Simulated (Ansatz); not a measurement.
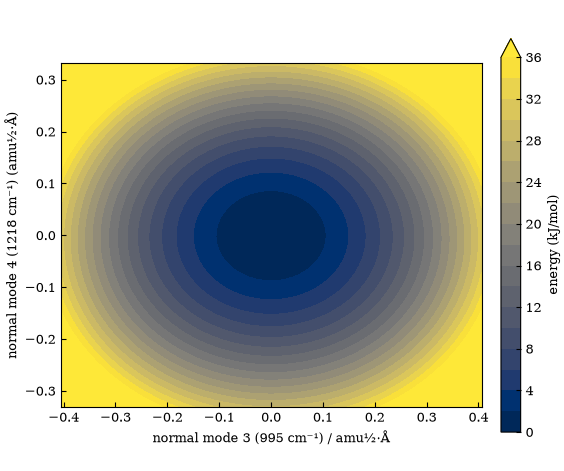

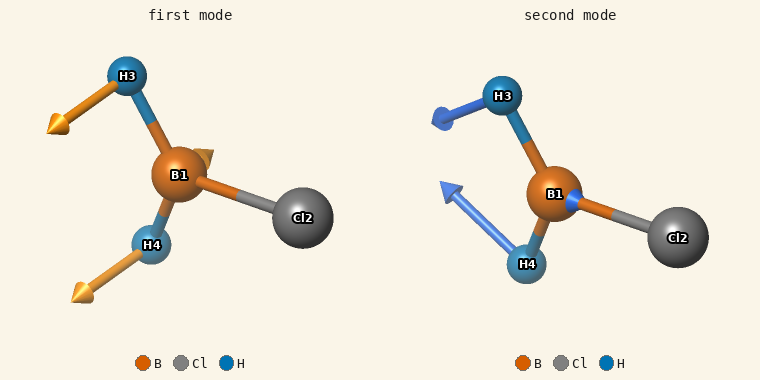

Energy landscape of BClH₂, SMILES BCl. 
- Coordinates scanned: (1) normal mode 3 (995 cm⁻¹); (2) normal mode 4 (1218 cm⁻¹).
- Nothing is relaxed (straight displacements along the two mass-weighted modes).
- The grid has 15 × 15 points; 120 points were computed and 105 follow by symmetry.
- All energies are given in kJ/mol relative to the lowest grid point.
- Method: RKS PBE0-D4/def2-TZVP in Ansatz 0.2.0.

In the figure: filled contours, one colour for all values above the top of the scale. Between grid points the surface is interpolated. The second picture is the structure at the lowest point

Summarise what can be read from the map.

The lowest grid point is at normal mode 3 (995 cm⁻¹) = 0.000 amu½·Å, normal mode 4 (1218 cm⁻¹) = 0.000 amu½·Å. It is the only kind of minimum in the scanned range. The highest grid point, normal mode 3 (995 cm⁻¹) = −0.406 amu½·Å, normal mode 4 (1218 cm⁻¹) = 0.332 amu½·Å, lies 64.7 kJ/mol above the lowest.

Grid values (kJ/mol):

```tsv
normal mode 4 (1218 cm⁻¹) ↓, normal mode 3 (995 cm⁻¹) →	−0.406	−0.348	−0.290	−0.232	−0.174	−0.116	−0.058	0.000	0.058	0.116	0.174	0.232	0.290	0.348	0.406
0.332	64.7	55.4	47.8	41.6	36.8	33.5	31.5	30.8	31.5	33.5	36.8	41.6	47.8	55.4	64.7
0.284	55.8	46.7	39.1	33.0	28.3	25.0	23.1	22.4	23.1	25.0	28.3	33.0	39.1	46.7	55.8
0.237	48.2	39.3	31.8	25.8	21.2	18.0	16.1	15.4	16.1	18.0	21.2	25.8	31.8	39.3	48.2
0.190	42.1	33.2	25.9	20.0	15.5	12.3	10.4	9.8	10.4	12.3	15.5	20.0	25.9	33.2	42.1
0.142	37.4	28.6	21.3	15.5	11.1	7.9	6.1	5.5	6.1	7.9	11.1	15.5	21.3	28.6	37.4
0.095	33.9	25.2	18.1	12.3	7.9	4.8	3.0	2.4	3.0	4.8	7.9	12.3	18.1	25.2	33.9
0.047	31.8	23.2	16.1	10.4	6.0	3.0	1.2	0.6	1.2	3.0	6.0	10.4	16.1	23.2	31.8
0.000	30.9	22.4	15.3	9.7	5.4	2.4	0.6	0.0	0.6	2.4	5.4	9.7	15.3	22.4	30.9
−0.047	31.3	22.8	15.8	10.2	5.9	2.9	1.2	0.6	1.2	2.9	5.9	10.2	15.8	22.8	31.3
−0.095	32.9	24.5	17.5	11.9	7.7	4.7	2.9	2.3	2.9	4.7	7.7	11.9	17.5	24.5	32.9
−0.142	35.8	27.3	20.4	14.8	10.6	7.6	5.8	5.2	5.8	7.6	10.6	14.8	20.4	27.3	35.8
−0.190	39.9	31.4	24.4	18.9	14.6	11.6	9.8	9.3	9.8	11.6	14.6	18.9	24.4	31.4	39.9
−0.237	45.1	36.7	29.7	24.1	19.8	16.8	15.0	14.4	15.0	16.8	19.8	24.1	29.7	36.7	45.1
−0.284	51.6	43.1	36.1	30.4	26.1	23.1	21.3	20.7	21.3	23.1	26.1	30.4	36.1	43.1	51.6
−0.332	59.3	50.7	43.6	38.0	33.6	30.6	28.8	28.2	28.8	30.6	33.6	38.0	43.6	50.7	59.3
```

Each point was launched as `ansatz run input.yaml --threads 1 --pin off --max-ram 2560MiB --backend cpu --events-out ev --progress --plain --runs-dir out`. The whole map (120 points run) took 4.2 min on 1 thread of Arm Neoverse N1, on a shared host.
